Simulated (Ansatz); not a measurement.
**Ligand exchange: C2H6 + BH2I → CH3I + BH2(CH3)**

Species: C2H6 (ethane) `CC`, singlet; BH2I `BI`, singlet; CH3I `CI`, singlet; BH2(CH3), singlet. The partners trade CH3 for I: C–CH3 and B–I bonds give way to C–I and B–CH3.

Shapes, held fixed at every level: PBE0-D4/def2-TZVP. Programs: Ansatz 0.2.0. The zero-point and thermal change to 298 K, harmonic and unscaled (PBE0-D4/def2-TZVP), is -5.7 kJ/mol.

```json
{"level": "HF/def2-TZVPP", "kind": "Hartree–Fock", "ΔH(298 K) (kJ/mol)": "+64.6", "less CCSD(T)/def2-TZVPP": "-3.9", "CPU time (sum over the molecules)": "–"}
{"level": "SPW92/def2-TZVPP", "kind": "LDA", "ΔH(298 K) (kJ/mol)": "+68.6", "less CCSD(T)/def2-TZVPP": "+0.1", "CPU time (sum over the molecules)": "5.5 s"}
{"level": "PBE-D4/def2-TZVPP", "kind": "GGA", "ΔH(298 K) (kJ/mol)": "+65.1", "less CCSD(T)/def2-TZVPP": "-3.4", "CPU time (sum over the molecules)": "10 s"}
{"level": "PBE0-D4/def2-TZVPP", "kind": "global hybrid", "ΔH(298 K) (kJ/mol)": "+66.2", "less CCSD(T)/def2-TZVPP": "-2.3", "CPU time (sum over the molecules)": "9.2 s"}
{"level": "wB97M-V/def2-TZVPP", "kind": "range-separated hybrid", "ΔH(298 K) (kJ/mol)": "+61.0", "less CCSD(T)/def2-TZVPP": "-7.5", "CPU time (sum over the molecules)": "35 s"}
{"level": "B2PLYP/def2-TZVPP", "kind": "double hybrid", "ΔH(298 K) (kJ/mol)": "+64.7", "less CCSD(T)/def2-TZVPP": "-3.8", "CPU time (sum over the molecules)": "19 s"}
{"level": "CCSD/def2-TZVPP", "kind": "coupled cluster or CI", "ΔH(298 K) (kJ/mol)": "+67.5", "less CCSD(T)/def2-TZVPP": "-1.0", "CPU time (sum over the molecules)": "–"}
{"level": "CCSD(T)/def2-TZVPP", "kind": "coupled cluster or CI", "ΔH(298 K) (kJ/mol)": "+68.5", "less CCSD(T)/def2-TZVPP": "0.0", "CPU time (sum over the molecules)": "73 s"}
```

The highest level, CCSD(T)/def2-TZVPP, gives ΔH(298 K) = +68.5 kJ/mol; the levels span +61.0 to +68.6. The column of differences is taken from that level and isn't an error. No measured value is set beside it here. For atoms past krypton def2 sets carry core potentials with scalar relativity. Outer-core shells of I are correlated, in sets that cover them unevenly. Times are processor times on shared x86 and Arm servers, and rough.

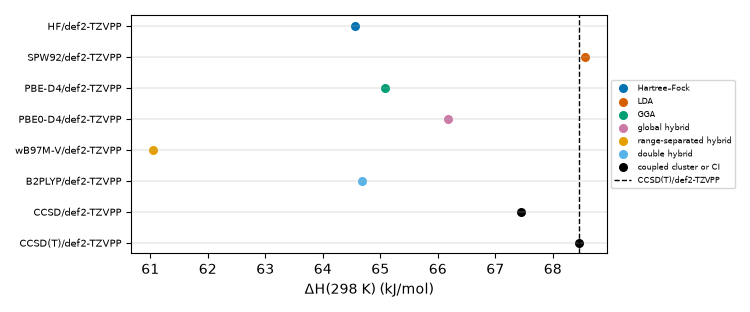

The values of the table, level by level.
